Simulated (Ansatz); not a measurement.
# C2H7BSi: what the fields show

The calculation's input:

```
crystal:
  periodic: [false, false, false]
  atoms:
    - { symbol: C, position_ang: [-0.71475, 2.27129, 0.33089] }
    - { symbol: B, position_ang: [0.22787, 1.03833, 0.21976] }
    - { symbol: Si, position_ang: [0.78072, -0.66958, 0.50768] }
    - { symbol: C, position_ang: [0.27753, -2.08448, -0.66263] }
    - { symbol: H, position_ang: [-1.5744, 2.07051, -0.31368] }
    - { symbol: H, position_ang: [-1.11844, 2.43565, 1.33208] }
    - { symbol: H, position_ang: [-0.29135, 3.21802, -0.00985] }
    - { symbol: H, position_ang: [1.90196, -1.16179, 1.31709] }
    - { symbol: H, position_ang: [-0.54173, -1.76969, -1.30298] }
    - { symbol: H, position_ang: [1.10357, -2.38363, -1.30479] }
    - { symbol: H, position_ang: [-0.051, -2.96464, -0.11357] }
magnetization:
  spin_polarized: true
basis:
  gaussian: { orbitals: cc-pVDZ }
hamiltonian:
  xc: b3lyp
  dispersion: d4
relax:
  f_tol: 0.02
  max_steps: 50
output:
  orbitals: {}
```

Launched as:

```sh
ansatz run input.yaml --threads 2 --pin off --max-ram 3072MiB --backend cpu --events-out ev --progress --plain --runs-dir out
```

The fields are those of the run's last geometry, not of the input's.

Method: UKS B3LYP-D4/cc-pVDZ (Ansatz).

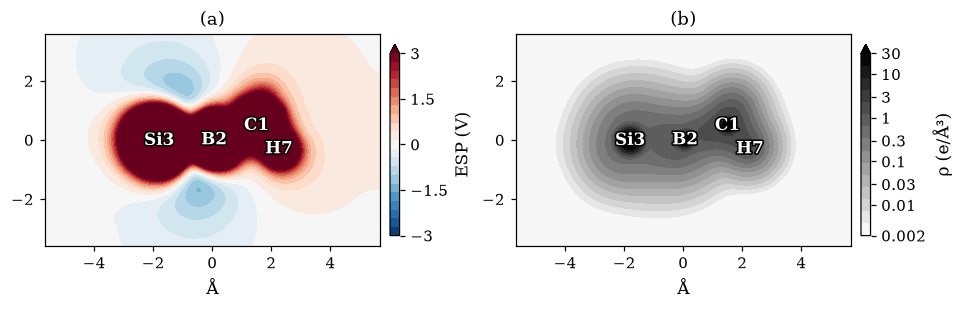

Figure 1. (a) molecular electrostatic potential; (b) total electron density on the plane of atoms C1, B2 and Si3.

> Read the bonding off the picture.

The section cuts through C, B, Si and H sites.
C–B (1.53 Å): ρ at the midpoint is about 1.5 e/Å³.
Si–B (1.86 Å): ρ at the midpoint is about 0.84 e/Å³.
C–H (1.10 Å): the density is about 1.9 e/Å³ at the midpoint.
Outside the dense part of the molecule the potential is most negative (−1.3 V) near H8, which lies off the plane.

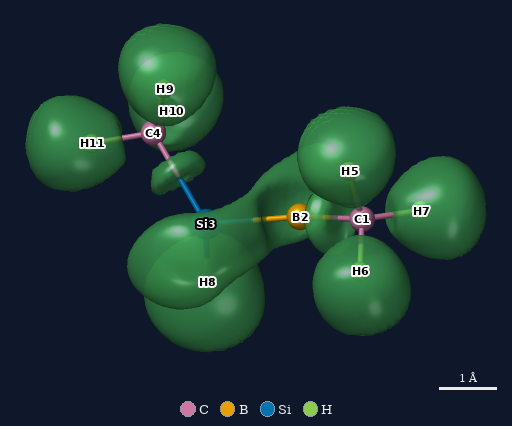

Figure 2. Isosurface of the ELF at 0.85 (green), seen at an oblique angle. Only the valence region is drawn (cores and ρ < 0.01 e/Å³ removed).

> Where are the electrons localised?

The surface consists of one region between bonded B–C atoms (shared pairs), one region between bonded C–Si atoms (shared pairs), seven regions around hydrogen nuclei and one joined region spread over several atoms (B, Si), in which their bonds and any lone pairs are merged. Along the contacts the grid gives the following. C–B (1.53 Å): the ELF peaks at about 1 between the atoms; localised, covalent bonding. Si–B (1.86 Å): the ELF peaks at about 0.95 between the atoms (a covalent bond).

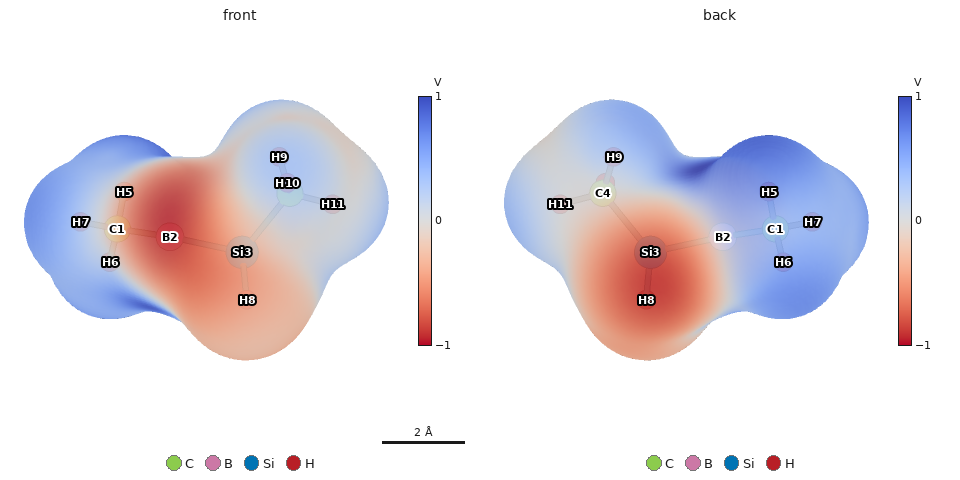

Figure 3. The molecular electrostatic potential painted on the density surface at 0.001 e/bohr³, seen from the front and from behind; red is negative and blue positive.

> Which sites attract a positive test charge, and which a negative one?

A positive charge is drawn to the negative regions and a negative charge to the positive ones. The most negative region (about −0.9 V) lies over H8, the most positive (about +0.9 V) over B2.
